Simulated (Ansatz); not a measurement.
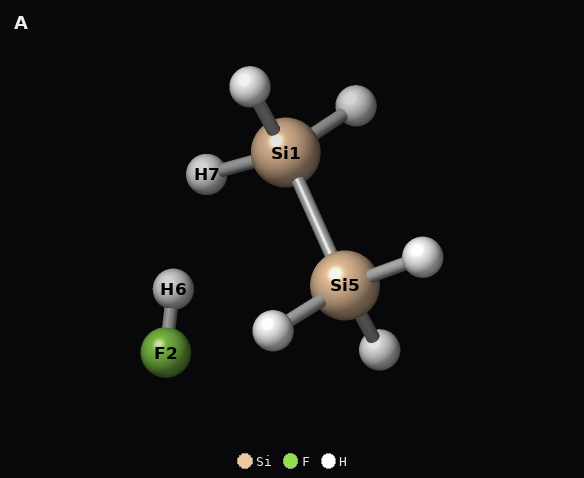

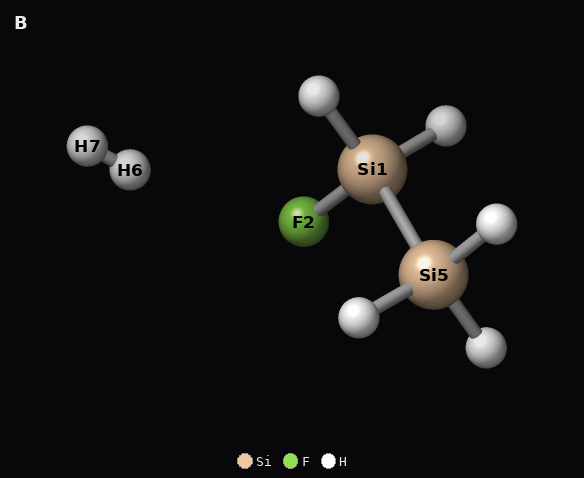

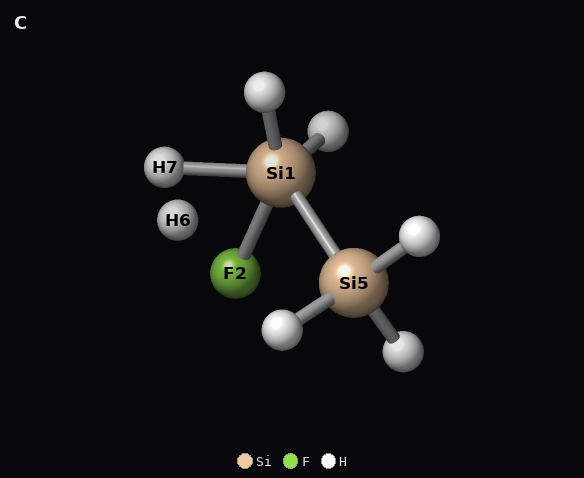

Three stationary points along one reaction path, in mixed order. Sticks follow a distance rule, so a partial bond may show as a full stick or not at all. Charge 0, singlet. Geometries: PBE0-D4/def2-TZVP; all other levels are single points on them, and energies count from the start as drawn. Program: Ansatz 0.2.0. In CBS estimates cores are frozen, and CCSD(T) − MP2 is taken in the smaller basis.

### Which panel shows the transition state?

C.

### Which bonds form and which break from B to A?

Formed: Si1–H7, F2–H6; broken: Si1–F2, H6–H7. At the saddle point Si1···H7 is 1.70 Å, F2···H6 is 1.23 Å, Si1···F2 is 1.97 Å, H6···H7 is 0.96 Å.

Give the electronic barrier and the reaction energy from B to A in kJ/mol (no zero-point energy) with CCSD(T)/CBS (MP2 limit from def2-TZVPP and def2-QZVPP plus CCSD(T) − MP2).

```json
{"level": "CCSD(T)/CBS (MP2 limit from def2-TZVPP and def2-QZVPP plus CCSD(T) − MP2)", "barrier": "243.7", "reaction energy": "+91.8"}
```
